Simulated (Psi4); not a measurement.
Run report: PN, geometry relaxation (part 2 of 3)

Continued. System: PN (phosphorous nitride), SMILES N#P. Method: BP86/aug-cc-pVDZ, RKS (Psi4 1.11). 

Geometry of the input (Å):
```
N  0.0000  0.0000  0.0000
P  0.0000  0.0000  1.4909
```

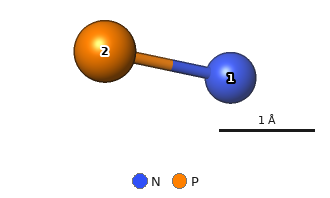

The starting structure (ball-and-stick view, seen at a tilt; atoms are numbered from 1 in the order of the input).

Log, continued
```
       Center              X                  Y                   Z               Mass
    ------------   -----------------  -----------------  -----------------  -----------------
         N            0.000000000000     0.000000000000    -1.043242116828    14.003074004430
         P            0.000000000000     0.000000000000     0.471644244158    30.973761998420

  Running in c2v symmetry.

  Rotational constants: A = ************  B =      0.76174  C =      0.76174 [cm^-1]
  Rotational constants: A = ************  B =  22836.45293  C =  22836.45293 [MHz]
  Nuclear repulsion =   36.678399483505892

  Charge       = 0
  Multiplicity = 1
  Electrons    = 22
  Nalpha       = 11
  Nbeta        = 11

  ==> Algorithm <==

  SCF Algorithm Type is DF.
  DIIS enabled.
  MOM disabled.
  Fractional occupation disabled.
  Guess Type is READ.
  Energy threshold   = 1.00e-08
  Density threshold  = 1.00e-08
  Integral threshold = 1.00e-12

   => Molecular Quadrature <=

    Radial Scheme          =       TREUTLER
    Pruning Scheme         =           NONE
    Nuclear Scheme         =       TREUTLER

    Blocking Scheme        =         OCTREE
    BS radius alpha        =              1
    Pruning alpha          =              1
    Radial Points          =             75
    Spherical Points       =            302
    Total Points           =          44337
    Total Blocks           =            412
    Max Points             =            256
    Max Functions          =             50
    Weights Tolerance      =       1.00E-15

   => Loading Basis Set <=

    Name: AUG-CC-PVDZ
    Role: ORBITAL
    Keyword: BASIS

  Reading orbitals from file s0/calc.default.3262404.180.npy, no projection.

   => Auxiliary Basis Set <=

  Basis Set: (AUG-CC-PVDZ AUX)
    Blend: AUG-CC-PVDZ-JKFIT
    Number of shells: 68
    Number of basis functions: 214
    Number of Cartesian functions: 251
    Spherical Harmonics?: true
    Max angular momentum: 3

  Cached 100.0% of DFT collocation blocks in 0.062 [GiB].

  Minimum eigenvalue in the overlap matrix is 1.8949825355E-03.
  Reciprocal condition number of the overlap matrix is 4.5274680037E-04.
    Using symmetric orthogonalization.

  ==> Pre-Iterations <==

  SCF Guess: Orbitals guess was supplied from a previous computation.

   -------------------------------------------------------
    Irrep   Nso     Nmo     Nalpha   Nbeta   Ndocc  Nsocc
   -------------------------------------------------------
     A1        24      24       7       7       7       0
     A2         4       4       0       0       0       0
     B1        11      11       2       2       2       0
     B2        11      11       2       2       2       0
   -------------------------------------------------------
    Total      50      50      11      11      11       0
   -------------------------------------------------------

  ==> Iterations <==

                           Total Energy        Delta E     RMS |[F,P]|

   @DF-RKS iter   0:  -396.09560538553995   -3.96096e+02   2.50753e-03
   @DF-RKS iter   1:  -396.11216013351407   -1.65547e-02   4.80827e-04 ADIIS/DIIS
   @DF-RKS iter   2:  -396.11166105884564    4.99075e-04   1.19041e-03 ADIIS/DIIS
   @DF-RKS iter   3:  -396.11203390603970   -3.72847e-04   7.59385e-04 ADIIS/DIIS
   @DF-RKS iter   4:  -396.11228595048078   -2.52044e-04   8.57201e-06 DIIS
   @DF-RKS iter   5:  -396.11228597502810   -2.45473e-08   1.38240e-06 DIIS
   @DF-RKS iter   6:  -396.11228597597886   -9.50763e-10   2.18415e-07 DIIS
   @DF-RKS iter   7:  -396.11228597600211   -2.32490e-11   7.93145e-08 DIIS
   @DF-RKS iter   8:  -396.11228597600604   -3.92220e-12   2.14134e-09 DIIS
  Energy and wave function converged.

  ==> Post-Iterations <==

   Electrons on quadrature grid:
      Ntotal   =   21.9999998017 ; deviation = -1.983e-07

    Final Occupation by Irrep:
             A1    A2    B1    B2
    DOCC [     7,    0,    2,    2 ]
    NA   [     7,    0,    2,    2 ]
    NB   [     7,    0,    2,    2 ]

  @DF-RKS Final Energy:  -396.11228597600604

   => Energetics <=

    Nuclear Repulsion Energy =             36.6783994835058920
    One-Electron Energy =                -618.6089922598284829
    Two-Electron Energy =                 215.8701255664762186
    DFT Exchange-Correlation Energy =     -30.0518187661596805
    Empirical Dispersion Energy =           0.0000000000000000
    VV10 Nonlocal Energy =                  0.0000000000000000
    Total Energy =                       -396.1122859760060351

Computation Completed

Properties will be evaluated at   0.000000,   0.000000,   0.000000 [a0]

Properties computed using the SCF density matrix

 Multipole Moments:

 ------------------------------------------------------------------------------------
     Multipole            Electronic (a.u.)      Nuclear  (a.u.)        Total (a.u.)
 ------------------------------------------------------------------------------------

 L = 1.  Multiply by 2.5417464519 to convert [e a0] to [Debye]
 Dipole X            :          0.0000000            0.0000000            0.0000000
 Dipole Y            :          0.0000000            0.0000000            0.0000000
 Dipole Z            :          1.4480610           -0.4309164            1.0171446
 Magnitude           :                                                    1.0171446

 ------------------------------------------------------------------------------------

	total time  =          1 seconds =       0.02 minutes

         ------------------------------------------------------------
                                   SCF GRAD
         ------------------------------------------------------------

  ==> Geometry <==

    Molecular point group: c2v
    Full point group: C_inf_v

    Geometry (in Angstrom), charge = 0, multiplicity = 1:

       Center              X                  Y                   Z               Mass
    ------------   -----------------  -----------------  -----------------  -----------------
         N            0.000000000000     0.000000000000    -1.043242116828    14.003074004430
         P            0.000000000000     0.000000000000     0.471644244158    30.973761998420

  Nuclear repulsion =   36.678399483505892

   => Molecular Quadrature <=

    Radial Scheme          =       TREUTLER
    Pruning Scheme         =           NONE
    Nuclear Scheme         =       TREUTLER

    Blocking Scheme        =         OCTREE
    BS radius alpha        =              1
    Pruning alpha          =              1
    Radial Points          =             75
    Spherical Points       =            302
    Total Points           =          44337
    Total Blocks           =            412
    Max Points             =            256
    Max Functions          =             50
    Weights Tolerance      =       1.00E-15

  -Total Gradient:
     Atom            X                  Y                   Z
    ------   -----------------  -----------------  -----------------
       1        0.000000000000     0.000000000000     0.005514808132
       2        0.000000000000    -0.000000000000    -0.005489668994

	total time  =          0 seconds =       0.00 minutes

    			-----------------------------------------

    			 OPTKING 3.0: for geometry optimizations

    			        with contributions from

    			-----------------------------------------

	                            ===> Fragment 1 <==

	 Z (Atomic Numbers)          Masses                          Geom
	       7.000000            14.003074          0.00000000  0.00000000 -1.97144188
	      15.000000            30.973762          0.00000000  0.00000000  0.89127845

	 - Coordinate -           - BOHR/RAD -       - ANG/DEG -
	 R(1,2)           =         2.862720           1.514886

	        --- Internal Coordinate Step in ANG or DEG, aJ/ANG or AJ/DEG ---
	-------------------------------------------------------------------------------
	           Coordinate      Previous         Force          Change          New
	           ----------      --------        ------          ------        ------
	               R(1,2)       1.51489        0.04533        0.00429       1.51918
	-------------------------------------------------------------------------------

	                                 ==> Convergence Check <==

	Measures of convergence in internal coordinates in au.

	Criteria marked as inactive (o), active & met (*), and active & unmet ( ).

	----------------------------------------------------------------------------------------------
	   Step    Total Energy     Delta E     Max Force     RMS Force      Max Disp      RMS Disp
	----------------------------------------------------------------------------------------------
	  Convergence Criteria     1.00e-06 *    3.00e-04 *             o    1.20e-03 *             o
	----------------------------------------------------------------------------------------------
	     2    -396.11228598   -9.33e-04      5.50e-03      5.50e-03 o    8.11e-03      8.11e-03 o  ~
	----------------------------------------------------------------------------------------------

Next Geometry in Ang
	Fragment 1 (Ang)

	    N   0.0000000000   0.0000000000  -1.0453883964
	    P   0.0000000000   0.0000000000   0.4737905237

    Structure for next step:
    Molecular point group: c2v
    Full point group: C_inf_v

    Geometry (in Angstrom), charge = 0, multiplicity = 1:

    N            0.000000000000     0.000000000000    -1.046198231919
    P            0.000000000000     0.000000000000     0.472980688158

gradient() will perform analytic gradient computation.

  ==> Geometry <==

    Molecular point group: c2v
    Full point group: C_inf_v

    Geometry (in Angstrom), charge = 0, multiplicity = 1:

       Center              X                  Y                   Z               Mass
    ------------   -----------------  -----------------  -----------------  -----------------
         N            0.000000000000     0.000000000000    -1.046198231919    14.003074004430
         P            0.000000000000     0.000000000000     0.472980688158    30.973761998420

  Running in c2v symmetry.

  Rotational constants: A = ************  B =      0.75744  C =      0.75744 [cm^-1]
  Rotational constants: A = ************  B =  22707.58288  C =  22707.58288 [MHz]
  Nuclear repulsion =   36.574761791419199

  Charge       = 0
  Multiplicity = 1
  Electrons    = 22
  Nalpha       = 11
  Nbeta        = 11

   => Auxiliary Basis Set <=

  Basis Set: (AUG-CC-PVDZ AUX)
    Blend: AUG-CC-PVDZ-JKFIT
    Number of shells: 68
    Number of basis functions: 214
    Number of Cartesian functions: 251
    Spherical Harmonics?: true
    Max angular momentum: 3

  Cached 100.0% of DFT collocation blocks in 0.062 [GiB].

  Minimum eigenvalue in the overlap matrix is 1.9115093673E-03.
  Reciprocal condition number of the overlap matrix is 4.5689114290E-04.
    Using symmetric orthogonalization.

  ==> Iterations <==

                           Total Energy        Delta E     RMS |[F,P]|

   @DF-RKS iter   0:  -396.10936398664995   -3.96109e+02   4.38950e-04
   @DF-RKS iter   1:  -396.11230607347204   -2.94209e-03   8.56977e-05 DIIS
   @DF-RKS iter   2:  -396.11228972567329    1.63478e-05   2.14789e-04 ADIIS/DIIS
   @DF-RKS iter   3:  -396.11230238547267   -1.26598e-05   1.32524e-04 ADIIS/DIIS
   @DF-RKS iter   4:  -396.11231006337493   -7.67790e-06   1.38975e-06 DIIS
   @DF-RKS iter   5:  -396.11231006400254   -6.27608e-10   2.08654e-07 DIIS
   @DF-RKS iter   6:  -396.11231006402522   -2.26805e-11   5.41561e-08 DIIS
   @DF-RKS iter   7:  -396.11231006402647   -1.25056e-12   1.62811e-08 DIIS
   @DF-RKS iter   8:  -396.11231006402647    0.00000e+00   5.75127e-10 DIIS
  Energy and wave function converged.

  ==> Post-Iterations <==

   Electrons on quadrature grid:
      Ntotal   =   21.9999998073 ; deviation = -1.927e-07

    Final Occupation by Irrep:
             A1    A2    B1    B2
    DOCC [     7,    0,    2,    2 ]
    NA   [     7,    0,    2,    2 ]
    NB   [     7,    0,    2,    2 ]

  @DF-RKS Final Energy:  -396.11231006402647

   => Energetics <=

    Nuclear Repulsion Energy =             36.5747617914191991
    One-Electron Energy =                -618.4000496972631709
    Two-Electron Energy =                 215.7616449218671733
    DFT Exchange-Correlation Energy =     -30.0486670800496576
    Empirical Dispersion Energy =           0.0000000000000000
    VV10 Nonlocal Energy =                  0.0000000000000000
    Total Energy =                       -396.1123100640264738

Computation Completed

Properties will be evaluated at   0.000000,   0.000000,   0.000000 [a0]

Properties computed using the SCF density matrix

 Multipole Moments:

 ------------------------------------------------------------------------------------
     Multipole            Electronic (a.u.)      Nuclear  (a.u.)        Total (a.u.)
 ------------------------------------------------------------------------------------

 L = 1.  Multiply by 2.5417464519 to convert [e a0] to [Debye]
 Dipole X            :          0.0000000            0.0000000            0.0000000
 Dipole Y            :          0.0000000            0.0000000            0.0000000
 Dipole Z            :          1.4486122           -0.4321375            1.0164747
 Magnitude           :                                                    1.0164747

 ------------------------------------------------------------------------------------

	total time  =          1 seconds =       0.02 minutes

         ------------------------------------------------------------
                                   SCF GRAD
         ------------------------------------------------------------

  ==> Geometry <==

    Molecular point group: c2v
    Full point group: C_inf_v

    Geometry (in Angstrom), charge = 0, multiplicity = 1:
```
